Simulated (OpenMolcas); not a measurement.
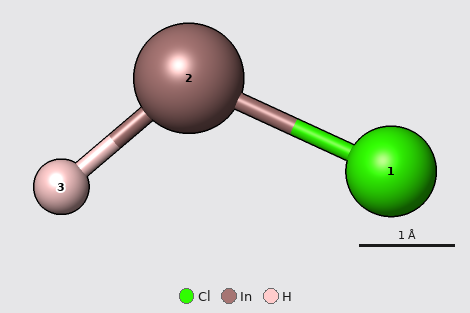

Figure 1. The input geometry (ball-and-stick view, seen on its broad side; atoms are numbered from 1 in the order of the input). Sticks mark near contacts.

**InHCl: energy and gradient calculation (part 1 of 2)**

- system: InHCl, multiplicity 2
- method: BHLYP/def2-TZVPP, UKS (OpenMolcas 26.06)

The geometry comes from this level: PBE0-D4/def2-TZVP.

Input:
```
* ClHIn Kohn-Sham DFT

&GATEWAY
 BasLib = $CurrDir
 Coord
 3
 angstrom
 Cl      -1.649800       0.396800      -0.867400
 In       0.409500       0.542400       0.286100
 H        1.229400      -1.003900       0.568100
 Basis = def2-TZVPP
 Group = NoSym

&SEWARD
 GridInput
 Grid=UltraFine
 End of Grid

&SCF
 UHF
 Spin = 2
 KSDFT = HYB_GGA_XC_BHANDHLYP
 Thresholds = 1e-10 1e-07 1e-07 1e-05
 PrOrbitals = 1 1

&ALASKA
```

Hardware: 1 thread of Arm Neoverse V2, 24 GiB of memory available, shared host.

Command:
```bash
export MOLCAS_MEM=1860
pymolcas run.input > run.log
```

Log:
```
--- Start Module: gateway ---

                                              &GATEWAY

                       available to each process: 1.9 GB of memory, 1 thread

 Basis Set     1 Label: CL.DEF2-TZVPP
 Basis set is read from library:.
 basistype.tbl is not found

 Basis Set     2 Label: IN.DEF2-TZVPP
 Basis set is read from library:.
 basistype.tbl is not found

 Basis Set     3 Label: H.DEF2-TZVPP
 Basis set is read from library:.
 basistype.tbl is not found

++    Symmetry information:
      ---------------------

                    Character Table for C1

                             E
                    a        1  x, y, xy, Rz, z, xz, Ry, yz, Rx, I
--

++    Basis set information:
      ----------------------

      Basis set label: CL.DEF2-TZVPP.........

      Electronic valence basis set:
      ------------------
      Associated Effective Charge  17.000000 au
      Associated Actual Charge     17.000000 au
      Nuclear Model: Point charge

      Shell  nPrim  nBasis  Cartesian Spherical Contaminant
         s      14       5        X
         p       9       5        X
         d       3       3                 X
         f       1       1                 X

      Basis set label: IN.DEF2-TZVPP....ECP.....

      Electronic valence basis set:
      ------------------
      Associated Effective Charge  21.000000 au
      Associated Actual Charge     49.000000 au
      Nuclear Model: Point charge

      Shell  nPrim  nBasis  Cartesian Spherical Contaminant
         s      10       6        X
         p       9       5        X
         d       8       3                 X
         f       2       2                 X

      Pseudo Potential specification:
      =======================================

      Number of Core Electrons:  28

      Potential  nTerms
           H       2
         s-H       4
         p-H       6
         d-H       6

      Effective Core Potential specification:
      =======================================

      Basis set label: H.DEF2-TZVPP.........

      Electronic valence basis set:
      ------------------
      Associated Effective Charge   1.000000 au
      Associated Actual Charge      1.000000 au
      Nuclear Model: Point charge

      Shell  nPrim  nBasis  Cartesian Spherical Contaminant
         s       5       3        X
         p       2       2        X
         d       1       1                 X
--

++    Molecular structure info:
      -------------------------

                    ************************************************
                    **** Cartesian Coordinates / bohr, angstrom ****
                    ************************************************

     Center  Label                x              y              z                     x              y              z
        1      CL1             -3.117670       0.749843      -1.639148             -1.649800       0.396800      -0.867400
        2      IN2              0.773843       1.024987       0.540651              0.409500       0.542400       0.286100
        3      H3               2.323229      -1.897096       1.073553              1.229400      -1.003900       0.568100

                    ***************************************
                    *    InterNuclear Distances / bohr    *
                    ***************************************

               1 CL1           2 IN2           3 H3
    1 CL1      0.000000
    2 IN2      4.468904        0.000000
    3 H3       6.630869        3.350098        0.000000

                    *******************************************
                    *    InterNuclear Distances / angstrom    *
                    *******************************************

               1 CL1           2 IN2           3 H3
    1 CL1      0.000000
    2 IN2      2.364842        0.000000
    3 H3       3.508905        1.772795        0.000000
--

            Nuclear Potential Energy             88.71760114 au

--- Stop Module: gateway /rc=_RC_ALL_IS_WELL_ ---

--- Start Module: seward ---

                                              &SEWARD

                       available to each process: 1.9 GB of memory, 1 thread

               SEWARD will generate:
                  Multipole Moment integrals up to order  2
                  Kinetic Energy integrals
                  Nuclear Attraction integrals (point charge)
                  One-Electron Hamiltonian integrals modified with ECP contributions
                  Velocity integrals
                  Pseudo Potential integrals
                  Orbital angular momentum around ( -0.1177   0.9417   0.0390 )
                  Velocity quadrupole around ( -0.1177   0.9417   0.0390 )
                  Two-Electron Repulsion integrals

                   Integrals are discarded if absolute value <: 1.00E-14
                   Integral cutoff threshold is set to       <: 1.00E-16

            Nuclear Potential Energy             88.71760114 au

      Basis set specifications :
      Symmetry species         a
      Basis functions          106

--- Stop Module: seward /rc=_RC_ALL_IS_WELL_ ---
--- Module seward spent 3 seconds ---

--- Start Module: scf ---

                                                &SCF

                       available to each process: 1.9 GB of memory, 1 thread

++    Input section:
      --------------

      Header of the integral files:

      Cartesian coordinates in angstrom:
      -----------------------------------------------------
      No.  Label        X            Y            Z
      -----------------------------------------------------
       1   CL1       -1.64980000   0.39680000  -0.86740000
       2   IN2        0.40950000   0.54240000   0.28610000
       3   H3         1.22940000  -1.00390000   0.56810000
      -----------------------------------------------------
      Nuclear repulsion energy =   88.71760114
--

++    Orbital specifications:
      -----------------------

      Symmetry species               1
                                     a
      Frozen orbitals                0
      Occupied orbitals alpha       20
      Occupied orbitals beta        19
      Secondary orbitals alpha      86
      Secondary orbitals beta       87
      Deleted orbitals               0
      Total number of orbitals     106
      Number of basis functions    106
--

      Molecular charge                           0.000

      Numerical integration parameters
      --------------------------------
      Radial quadrature type:                         MHL
      Size of radial grid:                            99
      Lebedev angular grid:                           41
      Angular grid pruned with the crowding factor:  1.00E+10
                                 and fading factor:  1.00E+01
      Screening threshold for integral computation:   1.00E-11
      Radial quadrature accuracy:                     1.00E-25
      Maximum batch size:                             128
      AO values are stored on disk
      The same grid will be used for all iterations.

      DFT functional specifications
      -----------------------------
      Using Libxc version: 6.2.2
      Please cite the following reference:
      S. Lehtola, C. Steigemann, M. J.T. Oliveira, and M. A.L. Marques.,  SoftwareX 7, 1–5 (2018) doi:10.1016/j.softx.2017.11.002

      * BHandHLYP
        - Defined through Gaussian implementation. doi:

++    Optimization specifications:
      ----------------------------

      SCF Algorithm: Conventional USCF
      D(i)-D(i-1) density differences are used
      Number of density matrices in core                 5
      Maximum number of NDDO SCF iterations            400
      Maximum number of HF SCF iterations              400
      Threshold for SCF energy change             1.00E-10
      Threshold for density matrix                1.00E-07
      Threshold for Fock matrix                   1.00E-07
      Threshold for linear dependence             1.00E-09
      Threshold at which DIIS is turned on        1.50E-01
      Maximum depth in the DIIS procedure                5
      Maximum depth in the BFGS Hessian update          30
      Threshold at which QNR/C2DIIS is turned on  7.50E-02
      Threshold for Norm(delta) (QNR/C2DIIS)      1.00E-05
      All orbitals punched on: UHFORB
--

      Input vectors read from INPORB
      Orbital file label: *Guess orbitals

++ Convergence information
                               UHF [...]      iterations: Energy and convergence statistics

Iter     Tot. [...]      One-elec.       Two-elec.     Energy      Max Dij or  Max Fij      DNorm      TNorm      AccCon     Time
         Energy          Energy          Energy        Change      Delta Norm                                                in Sec.
   1  -619.267146680 -1135.666248705   427.681500882   0.00E+00    5.53E-01*   1.41E+01*    7.96E+01   2.15E+02   None         2.
   2  -650.766153947 -1174.700909255   435.217154164  -3.15E+01*   2.11E-01*   1.96E-01*    5.75E+01   2.16E+02   EDIIS        1.
   3  -650.802396510 -1169.617481956   430.097484303  -3.62E-02*   3.87E-02*   5.56E-02*    3.23E+00   2.15E+02   EDIIS        1.
   4  -650.885951765 -1171.908445129   432.304892221  -8.36E-02*   3.34E-02*   5.49E-03*    3.27E-01   2.15E+02   c2DIIS       2.
   5  -650.887773219 -1172.002072244   432.396697882  -1.82E-03*   3.50E-02*   2.22E-03*    8.44E-02   2.15E+02   QNRc2DIIS    1.
   6  -650.887848107 -1171.740779266   432.135330016  -7.49E-05*   1.74E-02*   2.23E-03*    5.41E-02   2.15E+02   QNRc2DIIS    1.
   7  -650.887931568 -1171.843605546   432.238072835  -8.35E-05*   1.86E-02*   6.25E-04*    2.40E-02   2.15E+02   QNRc2DIIS    1.
   8  -650.887945242 -1171.889517868   432.283971483  -1.37E-05*   2.47E-03*   5.48E-04*    3.61E-02   2.15E+02   QNRc2DIIS    1.
   9  -650.887947502 -1171.868570721   432.263022075  -2.26E-06*   1.17E-03*   5.12E-05*    7.76E-03   2.15E+02   QNRc2DIIS    1.
  10  -650.887947590 -1171.869616788   432.264068055  -8.81E-08*   2.74E-04*   2.93E-05*    2.29E-03   2.15E+02   QNRc2DIIS    1.
  11  -650.887947598 -1171.868684808   432.263136066  -8.07E-09*   8.55E-05*   1.06E-05*    4.15E-04   2.15E+02   QNRc2DIIS    1.
  12  -650.887947600 -1171.869014247   432.263465503  -1.84E-09*   2.44E-05*   1.78E-06*    1.68E-04   2.15E+02   QNRc2DIIS    1.
  13  -650.887947600 -1171.869005886   432.263457142  -8.15E-11    1.18E-05*   7.62E-07*    3.98E-05   2.15E+02   QNRc2DIIS    1.
  14  -650.887947600 -1171.869011572   432.263462828  -1.60E-11    2.74E-06    3.52E-07*    1.68E-05   2.15E+02   QNRc2DIIS    1.
  15  -650.887947600 -1171.869007294   432.263458550   9.09E-13*   9.00E-07    7.45E-08     3.89E-06   2.15E+02   QNRc2DIIS    1.
  16  -650.887947600 -1171.869008504   432.263459760  -4.55E-13    3.98E-07    3.66E-08     1.24E-06   2.15E+02   QNRc2DIIS    1.

       Convergence after  16 Iterations
--

 *****************************************************************************************************************************
 *                                             SCF/KS-DFT Program, Final results                                             *
 *                                                       Final Results                                                       *
 *****************************************************************************************************************************

::    Total KS-DFT energy                            -650.8879476003
      One-electron energy                           -1171.8690085036
      Two-electron energy                             432.2634597601
      Nuclear repulsion energy                         88.7176011432
      Kinetic energy (interpolated)                   533.5542129428
      Virial theorem                                    1.2199096771
      Total spin, S(S+1)                                0.7604987168
      Total spin, S                                     0.5052356524
      Max non-diagonal density matrix element           0.0000001678
      Max non-diagonal Fock matrix element              0.0000000106

      All orbitals with orbital energies smaller than  E(LUMO)+0.5 are printed
```
